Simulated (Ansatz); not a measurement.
# SnH₄O₂ + HCl: a complex and its separated parts, part 3 of 3

Ansatz 0.2.0, Gaussian basis.

**18. RPA on PBE/def2-TZVPP**

The inputs:

parta/in.yaml

```yaml
crystal:
  periodic: [false, false, false]
  atoms:
    - {symbol: Sn, position_ang: [-0.829643, 0.262200, -0.982052]}
    - {symbol: H, position_ang: [-0.629522, -1.018233, -2.087264]}
    - {symbol: H, position_ang: [-2.459207, 0.577312, -0.597821]}
    - {symbol: H, position_ang: [0.026280, 1.668416, -1.407401]}
    - {symbol: O, position_ang: [0.018720, -0.465491, 0.676485]}
    - {symbol: O, position_ang: [-0.077812, 0.637409, 1.603673]}
    - {symbol: H, position_ang: [-0.522781, 0.209923, 2.344621]}
basis:
  gaussian: {orbitals: def2-TZVPP}
hamiltonian: {xc: pbe}
correlation: {method: rpa}
```

partb/in.yaml

```yaml
crystal:
  periodic: [false, false, false]
  atoms:
    - {symbol: Cl, position_ang: [2.830061, -1.058496, 0.019967]}
    - {symbol: H, position_ang: [1.643804, -0.812844, 0.429793]}
basis:
  gaussian: {orbitals: def2-TZVPP}
hamiltonian: {xc: pbe}
correlation: {method: rpa}
```

One command serves all of them, each in its own folder.

Started as:

```console
ansatz run in.yaml --threads 4 --pin off --events-out ev --progress --plain --max-ram 9574MiB
```

Output in parta, shortened:

```text
Functional definition: PBE
  name "PBE"
  cite "Perdew, Burke & Ernzerhof, Phys. Rev. Lett. 77, 3865 (1996) doi:10.1103/PhysRevLett.77.3865"
  parent pbe
[...]
1178 factors; integrals over basis functions are off by at most 9.7e-4 eV
[...]
mean field -9985.14089193 eV, -366.9471596069 hartree, gradient 5.0e-6 eV, S^2 0.000000; 0 other end points of the search recorded, 0 dependent functions left out
6 core orbitals not correlated: weight in the atoms' cores, before any rotation towards them, 1.000 or more for the frozen orbitals, at most 0.000 for the correlated occupied ones
reference -9940.21177373 eV, -365.2960449669 hartree; 15, 15 occupied and 147, 147 virtual orbitals, 1178 factors
Total energy: -9974.24974735 eV, -366.5469174257 hartree
```

Output in partb, shortened:

```text
[... 4 set-up lines as earlier in the session ...]
[...]
322 factors; integrals over basis functions are off by at most 1.4e-3 eV
[...]
mean field -12534.30962837 eV, -460.6273827825 hartree, gradient 3.3e-6 eV, S^2 0.000000; 0 other end points of the search recorded, 0 dependent functions left out
5 core orbitals not correlated: weight in the atoms' cores, before any rotation towards them, 1.000 or more for the frozen orbitals, at most 0.000 for the correlated occupied ones
reference -12519.65922924 eV, -460.0889905447 hartree; 4, 4 occupied and 47, 47 virtual orbitals, 322 factors
Total energy: -12529.02200913 eV, -460.4330663592 hartree
```

They took 1.8 s (parta), 0.2 s (partb) on 4 threads of Intel Xeon Platinum 8375C at 2.90GHz, shared host.

**19. CCSD(T)/def2-TZVPP**

Each input of step 18 (parta, partb) changes in the same lines:

```diff
-hamiltonian: {xc: pbe}
-correlation: {method: rpa}
+correlation: {method: ccsd_t}
```

One command serves all of them, each in its own folder.

Started as:

```console
ansatz run in.yaml --threads 4 --pin off --events-out ev --progress --plain --max-ram 9574MiB
```

Log of parta, shortened:

```text
Functional definition: HF
  name "HF"
  cite "Fock, Z. Phys. 61, 126 (1930) doi:10.1007/BF01340294"
[... 1 set-up line as earlier in the session ...]
[...]
1178 factors; integrals over basis functions are off by at most 9.7e-4 eV
[...]
mean field -9941.64378045 eV, -365.3486702435 hartree, gradient 2.5e-6 eV, S^2 0.000000; 0 other end points of the search recorded, 0 dependent functions left out
6 core orbitals not correlated: weight in the atoms' cores, before any rotation towards them, 1.000 or more for the frozen orbitals, at most 0.000 for the correlated occupied ones
reference -9941.64378045 eV, -365.3486702435 hartree; 15, 15 occupied and 147, 147 virtual orbitals, 1178 factors
second order -22.33787754 eV of doubles, -0.00000000 eV of singles
cycle   1  -21.93961927 eV  change    4.0e-1 eV  update   1.1e-1
[...]
cycle  11  -22.69210868 eV  change    4.0e-6 eV  update   2.4e-5
perturbative correction -0.77708749 eV, -0.0285574385 hartree
Total energy: -9965.11297662 eV, -366.2111472947 hartree
```

Log of partb, shortened:

```text
[... 4 set-up lines as earlier in the session ...]
[...]
322 factors; integrals over basis functions are off by at most 1.4e-3 eV
[...]
mean field -12519.93377890 eV, -460.0990800588 hartree, gradient 2.9e-6 eV, S^2 0.000000; 0 other end points of the search recorded, 0 dependent functions left out
5 core orbitals not correlated: weight in the atoms' cores, before any rotation towards them, 1.000 or more for the frozen orbitals, at most 0.000 for the correlated occupied ones
reference -12519.93377890 eV, -460.0990800588 hartree; 4, 4 occupied and 47, 47 virtual orbitals, 322 factors
second order -5.53926328 eV of doubles, -0.00000000 eV of singles
cycle   1  -5.96028846 eV  change   -4.2e-1 eV  update   3.9e-2
[...]
cycle   7  -6.10183299 eV  change   -6.0e-6 eV  update   7.9e-6
perturbative correction -0.21572458 eV, -0.0079277321 hartree
Total energy: -12526.25133648 eV, -460.3312460174 hartree
```

Wall times: 18 s (parta), 0.2 s (partb) on 4 threads of Intel Xeon Platinum 8375C at 2.90GHz, shared host; peak memory 1.7 GiB.

**20. Vibrations of SnH₄O₂**

Contents of vib-parta/in.yaml:

```yaml
crystal:
  periodic: [false, false, false]
  atoms:
    - {symbol: Sn, position_ang: [-0.829643, 0.262200, -0.982052]}
    - {symbol: H, position_ang: [-0.629522, -1.018233, -2.087264]}
    - {symbol: H, position_ang: [-2.459207, 0.577312, -0.597821]}
    - {symbol: H, position_ang: [0.026280, 1.668416, -1.407401]}
    - {symbol: O, position_ang: [0.018720, -0.465491, 0.676485]}
    - {symbol: O, position_ang: [-0.077812, 0.637409, 1.603673]}
    - {symbol: H, position_ang: [-0.522781, 0.209923, 2.344621]}
basis:
  gaussian: {orbitals: def2-TZVP}
hamiltonian: {xc: pbe0, dispersion: d4}
phonons: {temperatures: {t_min: 298.15, t_max: 900, t_step: 200}}
```

Started as:

```console
ansatz run in.yaml --threads 4 --pin off --events-out ev --progress --plain --max-ram 9574MiB
```

The program printed, shortened:

```text
[... 5 set-up lines as earlier in the session ...]
[...]
939 factors; their error is unknown
[...]
mean field -9985.13893274 eV, -366.9470876081 hartree, gradient 4.3e-5 eV, S^2 0.000000; 0 other end points of the search recorded, 0 dependent functions left out
[...]
Atom 4 at     0.018720    -0.465491     0.676485 Å, force    -0.000578     0.001726    -0.000328 eV/Å
Atom 5 at    -0.077812     0.637409     1.603673 Å, force    -0.000650    -0.000425     0.002246 eV/Å
Atom 6 at    -0.522781     0.209923     2.344621 Å, force     0.000447    -0.000002    -0.003108 eV/Å
Dipole moment:    -0.349957     0.024880    -0.145967 e Å
Vibrations: 127.92 180.68 241.25 474.13 496.06 594.04 690.16 694.41 708.85 975.64 1358.82 1958.16 1968.10 1976.67 3816.41 cm⁻¹, zero-point energy 1.008071 eV
```

Run time: 31 s. Hardware: 4 threads of Intel Xeon Platinum 8375C at 2.90GHz, shared host.

Wavenumbers and character of the modes:

```
mode  wavenumber (cm⁻¹)     character
   1                128       torsion
   2                181          bend
   3                241       torsion
   4                474          bend
   5                496          bend
   6                594  Sn–O stretch
   7                690          bend
   8                694          bend
   9                709          bend
  10                976   O–O stretch
  11               1359          bend
  12               1958  Sn–H stretch
  13               1968  Sn–H stretch
  14               1977  Sn–H stretch
  15               3816   O–H stretch
```

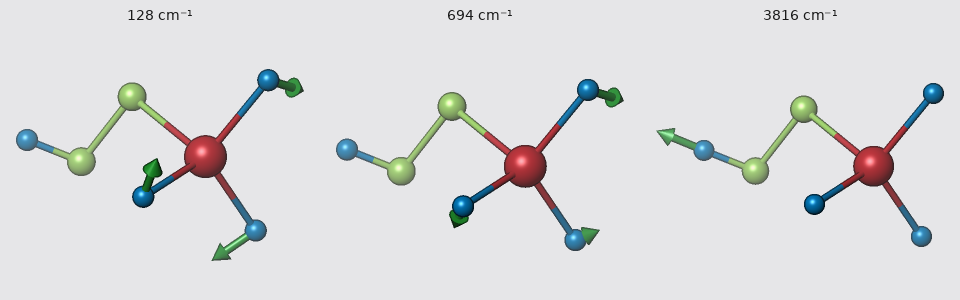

How the atoms move in 3 of the modes.

Vibrational sums (real modes only):

```
T (K)  entropy (J/mol/K)  heat capacity (J/mol/K)
  298               41.8                     51.2
  498               73.7                     72.9
  698              100.6                     86.4
  898              123.6                     95.5
```

**21. Vibrations of HCl**

Contents of vib-partb/in.yaml:

```yaml
crystal:
  periodic: [false, false, false]
  atoms:
    - {symbol: Cl, position_ang: [2.830061, -1.058496, 0.019967]}
    - {symbol: H, position_ang: [1.643804, -0.812844, 0.429793]}
basis:
  gaussian: {orbitals: def2-TZVP}
hamiltonian: {xc: pbe0, dispersion: d4}
phonons: {temperatures: {t_min: 298.15, t_max: 900, t_step: 200}}
```

Started as:

```console
ansatz run in.yaml --threads 4 --pin off --events-out ev --progress --plain --max-ram 9574MiB
```

The program printed, shortened:

```text
[... 5 set-up lines as earlier in the session ...]
[...]
312 factors; their error is unknown
[...]
mean field -12535.31645841 eV, -460.6643831037 hartree, gradient 4.2e-5 eV, S^2 0.000000; 0 other end points of the search recorded, 0 dependent functions left out
[...]
reference -12535.31637103 eV, -460.6643798929 hartree; 9, 9 occupied and 34, 34 virtual orbitals, 312 factors
Total energy: -12535.32105166 eV, -460.6645519027 hartree
Atom 0 at     2.830061    -1.058496     0.019967 Å, force    -0.000014     0.000003     0.000005 eV/Å
Atom 1 at     1.643804    -0.812844     0.429793 Å, force     0.000014    -0.000003    -0.000005 eV/Å
Dipole moment:    -0.243597     0.050444     0.084157 e Å
Vibrations: 2996.99 cm⁻¹, zero-point energy 0.185790 eV
```

Wall time 0.95 s (4 threads of Intel Xeon Platinum 8375C at 2.90GHz, shared host).

The modes, with what each moves most:

```
mode  wavenumber (cm⁻¹)     character
   1               2997  Cl–H stretch
```

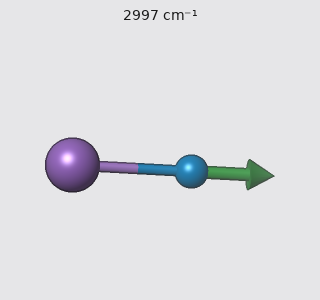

How the atoms move in 1 of the modes.

Vibrational sums (real modes only):

```
T (K)  entropy (J/mol/K)  heat capacity (J/mol/K)
  298                0.0                      0.0
  498                0.0                      0.1
  698                0.1                      0.7
  898                0.4                      1.6
```

**22. Complex less separated parts**

The complex's own energies come from single points at the same levels.

Rows are in def2-TZVPP; times add the 3 runs of a level on a shared host, so small differences are noise.

Differences are taken before rounding.

```
      method                    rung  complex less parts (eV)  from CCSD(T) (eV)   time
       SPW92                     LDA                   -0.547             -0.259  1.4 s
      PBE-D4                     GGA                   -0.391             -0.103  2.1 s
     BLYP-D4                     GGA                   -0.366             -0.078  2.2 s
   r2SCAN-D4                meta-GGA                   -0.359             -0.071  3.8 s
      B97M-V                meta-GGA                   -0.302             -0.015    7 s
     PBE0-D4                  hybrid                   -0.357             -0.070  2.9 s
    B3LYP-D4                  hybrid                   -0.351             -0.063  2.9 s
  r2SCAN0-D4                  hybrid                   -0.341             -0.054  4.4 s
    BHLYP-D4                  hybrid                   -0.329             -0.042  2.8 s
CAM-B3LYP-D4  range-separated hybrid                   -0.350             -0.062  3.3 s
     wB97X-V  range-separated hybrid                   -0.309             -0.022  7.1 s
     wB97M-V  range-separated hybrid                   -0.310             -0.022  7.5 s
      B2PLYP           double hybrid                   -0.284             +0.004  5.4 s
    PBE-QIDH           double hybrid                   -0.311             -0.023  5.6 s
  RPA on PBE                     RPA                   -0.232             +0.056  5.1 s
Hartree-Fock            wavefunction                   -0.100             +0.187       
         MP2            wavefunction                   -0.336             -0.048       
        CCSD            wavefunction                   -0.253             +0.034       
     CCSD(T)            wavefunction                   -0.288                  0   95 s
```

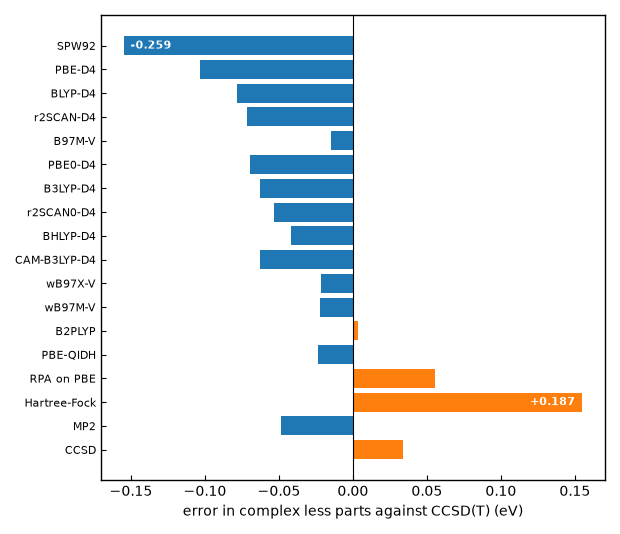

How far each level lands from CCSD(T). Bars with a number in them are cut short.

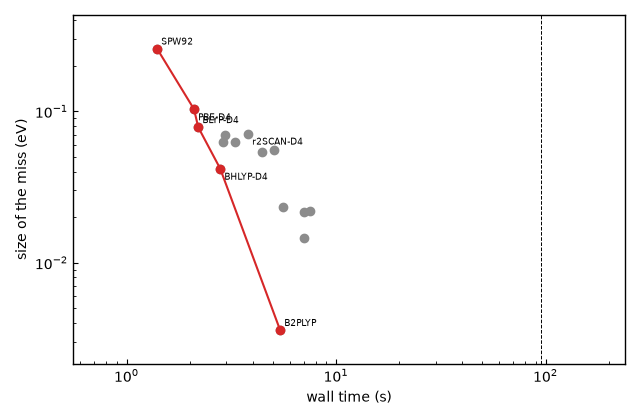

Miss against cost. Red marks the levels that no quicker level drawn beats (of those quicker than the yardstick), and the dashed line is the time of CCSD(T). Only those levels and the largest misses are named. Times are from a shared host.

B2PLYP reaches 0.004 eV from the reference in 5.4 s, where CCSD(T) took 95 s; the quickest level in the cost chart, SPW92, takes 1.4 s and misses by 0.259 eV.

The complex's zero-point energy, from a separate PBE0-D4 run, is 1.260 eV.

**23. Summary of results**

What follows sums up all 3 parts.

| quantity | value |
| --- | --- |
| complex less parts, CCSD(T)/def2-TZVPP | -0.288 eV |
| with zero-point energy | -0.222 eV |
| largest T1 diagnostic | 0.015 |

In words: At CCSD(T) the complex lies 0.288 eV below its parts. The functionals run from B2PLYP, off by +0.004 eV, to SPW92, off by -0.259 eV, against CCSD(T). Mean unsigned error by rung: LDA 0.259, GGA 0.091, meta-GGA 0.043, hybrid 0.057, range-separated hybrid 0.035, double hybrid 0.014 eV. PBE-D4 gives a relative energy 0.103 eV too low, outside chemical accuracy (1 kcal/mol, 0.043 eV). No counterpoise was applied, and triple zeta lacks some correlation, so the CCSD(T) reference has a basis error of its own, and close matches with it are partly luck.
